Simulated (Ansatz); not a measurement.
# Amorphous Al2O3: valence band and core levels, part 3 of 7

How wide do site differences make the core lines of amorphous Al2O3?

Ansatz 0.2.0; DFT, PBEsol, plane-wave PAW, scalar-relativistic; PAW set soft_1.

So far. Step 3 (Dynamics at 3500 K): Beyond half the shortest lattice vector, 3.6 Å, g(r) counts periodic images.

### 4. Dynamics at 1925 K

A short run with the thermostat set to 1925 K, starting from rest and too brief to equilibrate, lets it settle further; the cutoff and mesh are cut down, since only a plausible structure is wanted.

input.yaml

```yaml
crystal:
  lattice:
    - [7.2578599433, 0.0, 0.0]
    - [0.0, 7.2578599433, 0.0]
    - [0.0, 0.0, 7.2578599433]
  atoms:
    - { symbol: Al, position: [0.3955293778, 0.5013790508, 0.6055005974] }
    - { symbol: Al, position: [0.3060747166, 1.1005310237, 0.7556288801] }
    - { symbol: Al, position: [-0.1215807408, 0.8611108533, 1.0312315325] }
    - { symbol: Al, position: [0.6179012117, 0.096140072, 0.2223017152] }
    - { symbol: Al, position: [0.9062751346, 0.6226708324, 0.6546634214] }
    - { symbol: Al, position: [0.6692805706, 0.5150860682, 0.2914531001] }
    - { symbol: Al, position: [0.0359400672, 0.2935366473, 1.0339385192] }
    - { symbol: Al, position: [0.2522914022, 1.0168095015, 0.160415861] }
    - { symbol: Al, position: [0.2005632776, 0.6424339236, 0.187574703] }
    - { symbol: Al, position: [0.0829630443, 0.3364512715, 0.4938711633] }
    - { symbol: Al, position: [0.4946153898, 0.7802773842, 0.8766739684] }
    - { symbol: Al, position: [-0.0700329147, 0.9746609613, 0.4423411605] }
    - { symbol: Al, position: [0.5090390275, 0.8462473692, 0.4240955562] }
    - { symbol: Al, position: [0.4964644571, 0.3306763424, 0.9238294185] }
    - { symbol: O, position: [0.7993193014, 0.7079514025, 0.8784491571] }
    - { symbol: O, position: [0.1040167736, 0.1047948253, 0.6505125622] }
    - { symbol: O, position: [0.6984956792, 0.8620576018, 0.1820004491] }
    - { symbol: O, position: [-0.1573052269, 1.1225378824, 0.1500976811] }
    - { symbol: O, position: [0.074349445, 0.0107205631, 0.9987295765] }
    - { symbol: O, position: [0.0860339264, 0.5263370217, 0.8055260653] }
    - { symbol: O, position: [0.327508392, 0.7305413664, 1.0410700597] }
    - { symbol: O, position: [0.4328007343, 0.8704037597, 0.6478570182] }
    - { symbol: O, position: [0.7424415891, 0.8984501791, 0.5563963322] }
    - { symbol: O, position: [0.5438851505, 0.6359086473, 0.4264551209] }
    - { symbol: O, position: [0.8340144936, 0.4447351683, 0.5149204534] }
    - { symbol: O, position: [-0.0150224538, 0.5577319858, 0.1447987973] }
    - { symbol: O, position: [0.4019756315, 1.0647928339, 0.325544958] }
    - { symbol: O, position: [0.4531466434, 0.2725276889, 0.6136544271] }
    - { symbol: O, position: [0.2267597398, 0.5183845657, 0.4576195109] }
    - { symbol: O, position: [0.1258801337, 0.267695538, 0.2687220876] }
    - { symbol: O, position: [0.5834943855, 0.3403197996, 0.1591521516] }
    - { symbol: O, position: [0.1261670551, 0.8478978547, 0.3101117716] }
    - { symbol: O, position: [0.2619849342, 0.2961540067, -0.0906154458] }
    - { symbol: O, position: [0.4868820534, 1.0421212214, -0.0087360529] }
    - { symbol: O, position: [0.50653378, 0.5304867518, 0.7841767651] }
kpoints:
  mp_grid: { grid: [1, 1, 1] }
scf:
  occupations: { method: fermi_dirac, width: 0.1 }
  n_extra_bands: 23
hamiltonian:
  xc: pbesol
  pseudopotentials: { kind: paw, azcp: { folder: soft_1 }, xc_functional: pbe }
output:
  forces: true
basis:
  ecutwfc: 320
md:
  timestep: 1.5
  n_steps: 396
  ensemble: nvt_langevin
  temperature: 1925
  seed: 1
```

Run with:

```sh
ansatz run input.yaml --threads 8 --pin off --max-ram 23552MiB --backend cpu --events-out ev --progress --plain --runs-dir out
```

Numbers of over 12 decimals in the logs are rounded to 6 here.

What it wrote:

```text
[...]
Crystal: 35 atoms, lattice volume = 382.319 Å³
Basis set: ecut = 320 eV, 4945 PW (Γ), exchange–correlation on 90×90×90 points (8 copies of the dense FFT grid, shifted against one another)
Bands: 107, of which v1, the nominal top of the filled ones, is band 84 counted from 1 (83 counted from 0)
Symmetry: 1 space group operations
k-points: 1
[...]
SCF iter   1: F=—  HF=-19159.244921 eV  |F-HF|=—  |Δ(HF+E_count)|=         —  Δρ=1.20e-1  dr2=6.37e1  ethr=3.10e-3  ⟨swp⟩=6.0  Hψ=439  notcnv=0
[...]
SCF iter  11: F=-19140.211185 eV  HF=-19140.211185 eV  |F-HF|=2.73e-10  |Δ(HF+E_count)|=   6.82e-8  Δρ=1.58e-6  dr2=7.91e-9  ethr=2.08e-11  ⟨swp⟩=4.0  Hψ=344  notcnv=0
SCF 1 converged in 11 iterations: F = -19140.211185 eV  dr2 = 7.91e-9
[...]
md step     0: t =     0.00 fs  T =     0.0 K  F+E_penalty+E_count = -19140.21118507 eV  E_kin = 0.000000 eV  (11 SCF iters)
[...]
SCF iter   7: F=-19140.574397 eV  HF=-19140.574397 eV  |F-HF|=5.61e-9  |Δ(HF+E_count)|=   2.82e-9  Δρ=2.32e-6  dr2=1.58e-8  ethr=2.08e-11  ⟨swp⟩=4.0  Hψ=335  notcnv=0
SCF 2 converged in 7 iterations: F = -19140.574397 eV  dr2 = 1.58e-8
md step     1: t =     1.50 fs  T =   132.1 K  F+E_penalty+E_count = -19140.57439655 eV  E_kin = 0.597763 eV  (7 SCF iters)
[...]
SCF iter   9: F=-19141.556550 eV  HF=-19141.556550 eV  |F-HF|=2.09e-9  |Δ(HF+E_count)|=   1.06e-8  Δρ=1.84e-6  dr2=1.28e-8  ethr=2.08e-11  ⟨swp⟩=3.0  Hψ=388  notcnv=0
SCF 3 converged in 9 iterations: F = -19141.556550 eV  dr2 = 1.28e-8
[...]
md step     2: t =     3.00 fs  T =   394.9 K  F+E_penalty+E_count = -19141.55654980 eV  E_kin = 1.786726 eV  (9 SCF iters)
[... from here on, the SCF cycles and remarks between the steps are left out ...]
md step     3: t =     4.50 fs  T =   714.0 K  F+E_penalty+E_count = -19142.91403450 eV  E_kin = 3.230416 eV  (9 SCF iters)
md step     4: t =     6.00 fs  T =  1043.2 K  F+E_penalty+E_count = -19144.40215595 eV  E_kin = 4.719411 eV  (10 SCF iters)
md step     5: t =     7.50 fs  T =  1406.8 K  F+E_penalty+E_count = -19145.86326673 eV  E_kin = 6.364717 eV  (8 SCF iters)
md step     6: t =     9.00 fs  T =  1753.4 K  F+E_penalty+E_count = -19147.16604630 eV  E_kin = 7.932544 eV  (8 SCF iters)
md step     7: t =    10.50 fs  T =  2054.0 K  F+E_penalty+E_count = -19148.21453463 eV  E_kin = 9.292532 eV  (7 SCF iters)
md step     8: t =    12.00 fs  T =  2183.8 K  F+E_penalty+E_count = -19148.96135578 eV  E_kin = 9.879676 eV  (7 SCF iters)
md step     9: t =    13.50 fs  T =  2180.3 K  F+E_penalty+E_count = -19149.40020348 eV  E_kin = 9.863967 eV  (8 SCF iters)
md step    10: t =    15.00 fs  T =  2227.9 K  F+E_penalty+E_count = -19149.60356612 eV  E_kin = 10.079294 eV  (10 SCF iters)
md step    11: t =    16.50 fs  T =  2145.6 K  F+E_penalty+E_count = -19149.65519499 eV  E_kin = 9.706997 eV  (7 SCF iters)
md step    12: t =    18.00 fs  T =  2159.7 K  F+E_penalty+E_count = -19149.63327131 eV  E_kin = 9.770519 eV  (7 SCF iters)
md step    13: t =    19.50 fs  T =  2103.3 K  F+E_penalty+E_count = -19149.57546917 eV  E_kin = 9.515509 eV  (8 SCF iters)
md step    14: t =    21.00 fs  T =  2006.6 K  F+E_penalty+E_count = -19149.54102465 eV  E_kin = 9.078258 eV  (8 SCF iters)
md step    15: t =    22.50 fs  T =  1984.9 K  F+E_penalty+E_count = -19149.61243829 eV  E_kin = 8.979718 eV  (7 SCF iters)
md step    16: t =    24.00 fs  T =  2004.2 K  F+E_penalty+E_count = -19149.74943139 eV  E_kin = 9.067247 eV  (7 SCF iters)
md step    17: t =    25.50 fs  T =  1991.6 K  F+E_penalty+E_count = -19149.85915800 eV  E_kin = 9.010088 eV  (7 SCF iters)
md step    18: t =    27.00 fs  T =  1931.7 K  F+E_penalty+E_count = -19149.85407196 eV  E_kin = 8.739204 eV  (7 SCF iters)
md step    19: t =    28.50 fs  T =  1936.3 K  F+E_penalty+E_count = -19149.67988516 eV  E_kin = 8.759874 eV  (7 SCF iters)
md step    20: t =    30.00 fs  T =  1955.0 K  F+E_penalty+E_count = -19149.43141422 eV  E_kin = 8.844808 eV  (10 SCF iters)
md step    21: t =    31.50 fs  T =  1801.7 K  F+E_penalty+E_count = -19149.18520406 eV  E_kin = 8.151125 eV  (7 SCF iters)
md step    22: t =    33.00 fs  T =  1733.2 K  F+E_penalty+E_count = -19149.01747576 eV  E_kin = 7.841376 eV  (7 SCF iters)
md step    23: t =    34.50 fs  T =  1747.8 K  F+E_penalty+E_count = -19149.03272421 eV  E_kin = 7.907394 eV  (8 SCF iters)
md step    24: t =    36.00 fs  T =  1818.5 K  F+E_penalty+E_count = -19149.26424441 eV  E_kin = 8.226950 eV  (7 SCF iters)
md step    25: t =    37.50 fs  T =  1923.9 K  F+E_penalty+E_count = -19149.70645632 eV  E_kin = 8.703734 eV  (8 SCF iters)
md step    26: t =    39.00 fs  T =  2017.0 K  F+E_penalty+E_count = -19150.21877409 eV  E_kin = 9.124920 eV  (8 SCF iters)
md step    27: t =    40.50 fs  T =  2047.5 K  F+E_penalty+E_count = -19150.63420194 eV  E_kin = 9.263094 eV  (7 SCF iters)
md step    28: t =    42.00 fs  T =  2021.0 K  F+E_penalty+E_count = -19150.94027629 eV  E_kin = 9.143265 eV  (8 SCF iters)
md step    29: t =    43.50 fs  T =  2066.5 K  F+E_penalty+E_count = -19151.17627932 eV  E_kin = 9.349016 eV  (7 SCF iters)
md step    30: t =    45.00 fs  T =  2142.9 K  F+E_penalty+E_count = -19151.28457479 eV  E_kin = 9.694694 eV  (9 SCF iters)
md step    31: t =    46.50 fs  T =  2132.2 K  F+E_penalty+E_count = -19151.19469794 eV  E_kin = 9.646121 eV  (7 SCF iters)
md step    32: t =    48.00 fs  T =  2074.9 K  F+E_penalty+E_count = -19150.98645480 eV  E_kin = 9.387184 eV  (7 SCF iters)
md step    33: t =    49.50 fs  T =  2012.7 K  F+E_penalty+E_count = -19150.74687575 eV  E_kin = 9.105615 eV  (7 SCF iters)
md step    34: t =    51.00 fs  T =  2012.6 K  F+E_penalty+E_count = -19150.55226876 eV  E_kin = 9.105395 eV  (7 SCF iters)
md step    35: t =    52.50 fs  T =  1945.1 K  F+E_penalty+E_count = -19150.43333460 eV  E_kin = 8.799869 eV  (8 SCF iters)
md step    36: t =    54.00 fs  T =  1885.5 K  F+E_penalty+E_count = -19150.37297659 eV  E_kin = 8.529965 eV  (7 SCF iters)
md step    37: t =    55.50 fs  T =  1826.2 K  F+E_penalty+E_count = -19150.42045739 eV  E_kin = 8.261926 eV  (8 SCF iters)
md step    38: t =    57.00 fs  T =  1746.9 K  F+E_penalty+E_count = -19150.61062076 eV  E_kin = 7.903365 eV  (7 SCF iters)
md step    39: t =    58.50 fs  T =  1868.5 K  F+E_penalty+E_count = -19150.90524705 eV  E_kin = 8.453341 eV  (8 SCF iters)
[...]
md step    58: t =    87.00 fs  T =  1866.6 K  F+E_penalty+E_count = -19152.72917743 eV  E_kin = 8.444911 eV  (7 SCF iters)
md step    59: t =    88.50 fs  T =  1926.3 K  F+E_penalty+E_count = -19152.55871501 eV  E_kin = 8.714894 eV  (7 SCF iters)
md step    60: t =    90.00 fs  T =  1892.7 K  F+E_penalty+E_count = -19152.42178966 eV  E_kin = 8.562615 eV  (9 SCF iters)
md step    61: t =    91.50 fs  T =  1776.0 K  F+E_penalty+E_count = -19152.29249913 eV  E_kin = 8.034659 eV  (7 SCF iters)
md step    62: t =    93.00 fs  T =  1818.5 K  F+E_penalty+E_count = -19152.19131291 eV  E_kin = 8.227028 eV  (7 SCF iters)
md step    63: t =    94.50 fs  T =  1855.1 K  F+E_penalty+E_count = -19152.17166967 eV  E_kin = 8.392826 eV  (7 SCF iters)
md step    64: t =    96.00 fs  T =  1972.6 K  F+E_penalty+E_count = -19152.23871929 eV  E_kin = 8.924133 eV  (7 SCF iters)
md step    65: t =    97.50 fs  T =  2110.1 K  F+E_penalty+E_count = -19152.31373246 eV  E_kin = 9.546439 eV  (7 SCF iters)
md step    66: t =    99.00 fs  T =  2189.5 K  F+E_penalty+E_count = -19152.35041362 eV  E_kin = 9.905394 eV  (7 SCF iters)
md step    67: t =   100.50 fs  T =  2005.6 K  F+E_penalty+E_count = -19152.30892957 eV  E_kin = 9.073734 eV  (7 SCF iters)
md step    68: t =   102.00 fs  T =  1951.4 K  F+E_penalty+E_count = -19152.16993341 eV  E_kin = 8.828459 eV  (7 SCF iters)
SCF iter   1: F=—  HF=-19151.991624 eV  |F-HF|=—  |Δ(HF+E_count)|=         —  Δρ=6.75e-4  dr2=1.34e-3  ethr=7.27e-6  ⟨swp⟩=4.0  Hψ=322  notcnv=0  defer=13
[...]
SCF iter   7: F=-19151.991295 eV  HF=-19151.991295 eV  |F-HF|=5.82e-10  |Δ(HF+E_count)|=   6.14e-9  Δρ=2.40e-6  dr2=2.27e-8  ethr=2.08e-11  ⟨swp⟩=3.0  Hψ=415  notcnv=0
SCF 70 converged in 7 iterations: F = -19151.991295 eV  dr2 = 2.27e-8
md step    69: t =   103.50 fs  T =  1938.8 K  F+E_penalty+E_count = -19151.99129549 eV  E_kin = 8.771102 eV  (7 SCF iters)
[...]
SCF iter   9: F=-19151.776765 eV  HF=-19151.776765 eV  |F-HF|=2.07e-8  |Δ(HF+E_count)|=   1.04e-7  Δρ=2.65e-6  dr2=2.76e-8  ethr=2.08e-11  ⟨swp⟩=4.0  Hψ=342  notcnv=0
SCF 71 conve
```

It took 3.8 min on 8 threads of Arm Neoverse V1, shared host; peak memory 0.38 GiB; 23 min of CPU time.

The trajectory, sampled:

```
time (fs)  T (K)  potential (meV/atom)
      0.0      0                   0.0
     39.0   2017                -285.9
     79.5   1993                -344.8
    118.5   2100                -347.5
    159.0   2181                -358.4
    198.0   2209                -327.8
    237.0   1871                -305.7
    277.5   2140                -372.0
    316.5   2123                -351.7
    357.0   1877                -389.8
    396.0   2270                -462.8
    435.0   1662                -359.6
    475.5   1810                -378.4
    514.5   1943                -392.0
    555.0   1726                -400.6
    594.0   2053                -396.7
```

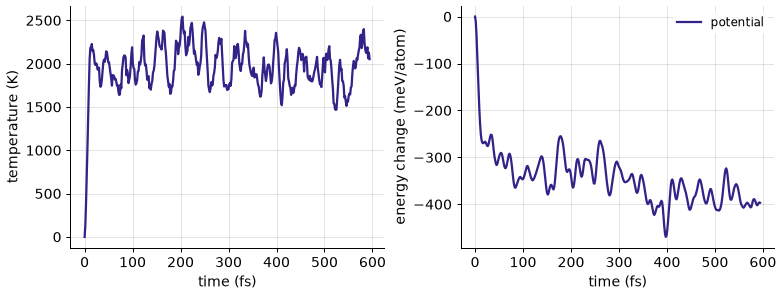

Temperature and energies against time.

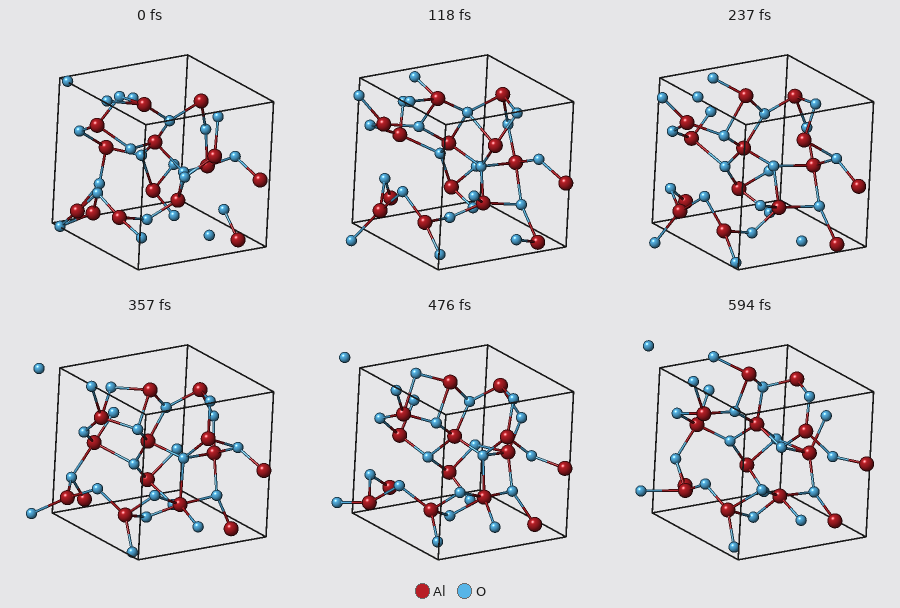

6 frames of the run. Bonds to atoms that aren't drawn are left out.

Mean square displacement at the end: Al 0.47 Å², O 1.2 Å².

Positions (Å) and forces (eV/Å) at 594.0 fs:

```xyz
35
Lattice="7.258 0.000 0.000 0.000 7.258 0.000 0.000 0.000 7.258" Properties=species:S:1:pos:R:3:forces:R:3 pbc="T T T"
Al    2.153    4.224    4.465   -0.940   -0.632   -1.368
Al    2.251    8.343    5.516   -0.668   -3.314    0.285
Al   -1.348    6.367    7.765    1.378   -0.663   -1.078
Al    4.315    1.313    1.331    0.686    0.794   -0.633
Al    5.412    4.777    5.086    0.109    0.067   -2.787
Al    4.816    3.896    1.783    1.650    3.505    2.785
Al   -0.494    2.142    8.136    0.653    0.608    0.732
Al    1.546    8.012    1.503   -3.387   -6.047    0.495
Al    0.701    4.786    1.867    2.126   -0.389    1.900
Al   -0.190    2.430    3.969   -1.011   -1.055    0.542
Al    2.913    5.850    6.716    0.735    2.762    1.688
Al    0.299    6.866    3.808   -2.105    1.404   -1.000
Al    3.629    6.291    3.174   -1.074    0.938    1.013
Al    2.486    3.397    7.211   -1.553   -1.723   -0.936
O     4.661    5.411    6.478    0.310    0.983    1.546
O     0.450    0.817    4.998    1.743    1.806    1.456
O     4.774    5.878    1.665   -2.643   -0.190    2.776
O    -1.546    8.065    0.009   -0.649    1.353    2.824
O     0.259   -0.897    8.582   -1.307    1.127   -2.946
O    -0.840    3.463    5.320    0.337   -2.445   -0.491
O     2.347    4.695    8.347    0.819    0.976    0.923
O     3.486    7.249    4.842   -1.036   -1.554   -0.799
O     6.258    5.808    3.922   -2.034   -0.363    0.974
O     3.859    4.512    3.816    0.329    0.940   -0.225
O     5.479    2.390    2.547   -0.668   -1.239   -0.227
O    -0.677    3.961    1.130   -0.623   -0.299   -1.130
O     2.939    8.160    2.253    5.650   -1.435    4.646
O     2.444    2.720    5.436    1.461    0.225    0.531
O     0.925    3.597    3.330    0.442   -0.654   -0.803
O     0.190    1.044    2.600   -0.577    1.152    0.495
O     4.084    2.957    0.641   -1.680   -2.220   -2.447
O     1.492    5.853    3.259    5.039   -0.641    0.803
O     1.373    2.092    0.670   -3.553    6.838   -3.377
O     2.438    7.518    0.059    2.242   -2.544   -4.285
O     1.775    4.725    6.127   -0.202    1.929   -1.881
```

The pair distribution g(r) has structure finer than the step of the table below, so its rows give means over 0.25 Å, whole bins alone (the curve runs from 0.0318 to 5.05 Å). Peaks (Å: height): O–O 2.381: 1.34, 2.763: 3.02, 2.953: 2.68, 4.858: 1.42; O–Al 1.810: 6.40, 3.906: 1.84; Al–Al 2.508: 0.777, 2.699: 1.26, 3.017: 3.02, 3.271: 2.68, 3.461: 1.68, 4.096: 0.874, 4.858: 1.24.

From the last frames. Table of pair distribution g(r) by r; means over each step:

```
r (Å)     O–O   O–Al  Al–Al
 1.25       0      0      0
 1.50       0  0.536      0
 1.75       0   4.54      0
 2.00  0.0379   2.20      0
 2.25   0.537  0.573      0
 2.50    1.13  0.182  0.318
 2.75    2.21  0.333   1.39
 3.00    2.16  0.323   2.61
 3.25    1.11  0.779   1.95
 3.50   0.819  0.994   1.16
 3.75   0.677   1.33  0.569
 4.00   0.526   1.45  0.579
 4.25   0.485   1.37  0.668
 4.50   0.819   1.23  0.586
 4.75    1.18  0.899  0.866
```

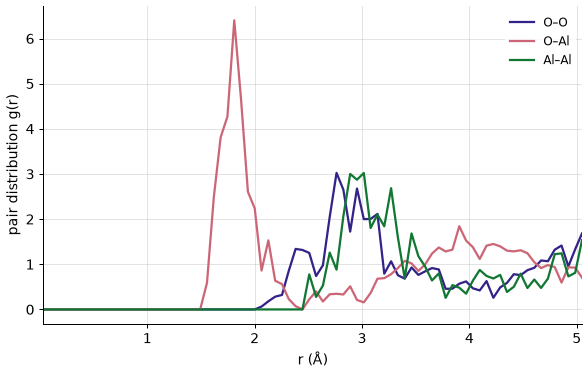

Pair distribution g(r), plotted against r.

Beyond half the shortest lattice vector, 3.6 Å, g(r) counts periodic images.

Numbers from this step:

```yaml
free_energy: -19154.0949 eV
fermi_energy: 6.664 eV
gap_by_band_count: 2.700 eV
```

(Continued in part 4 of 7.)

[Logs are printed without paths, hosts, clocks, repeated set-up lines and the standing remarks that a program may print on its own settings, such as how far it seeks lower states.]

[Hosts, paths, dates, database ids (printed as entryN), source tags and the programs' standing remarks are cut or masked in the printed files.]

[Maps of the electrostatic potential energy from Ansatz leave out the sawtooth potential of an applied field or a dipole correction, so their vacuum need not be flat; work functions include it.]
